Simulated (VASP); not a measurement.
Band structure of Ge$_{2}$Pt (space group Pnnm). Computed with PBEsol GGA, VASP's PBE PAW potentials (set 64) (plane waves; VASP 6.6.1).

Unless said otherwise, spin-orbit coupling is left out, though it shifts the bands of the heavy elements here.

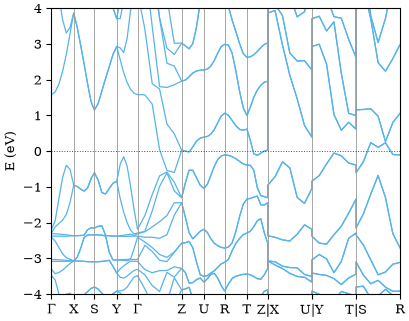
*Bands along high-symmetry lines, zero at the valence-band maximum or, without a gap, the Fermi level*

Question: Read the plot: is there a gap, and where are the band edges?

Answer: It has no gap at this level: it comes out as a metal or semimetal. (Edges off the drawn lines would not show.)

The structure comes from a measured Ge2Pt entry (Pnnm) of the Crystallography Open Database, whose conditions weren't checked. It was relaxed first.
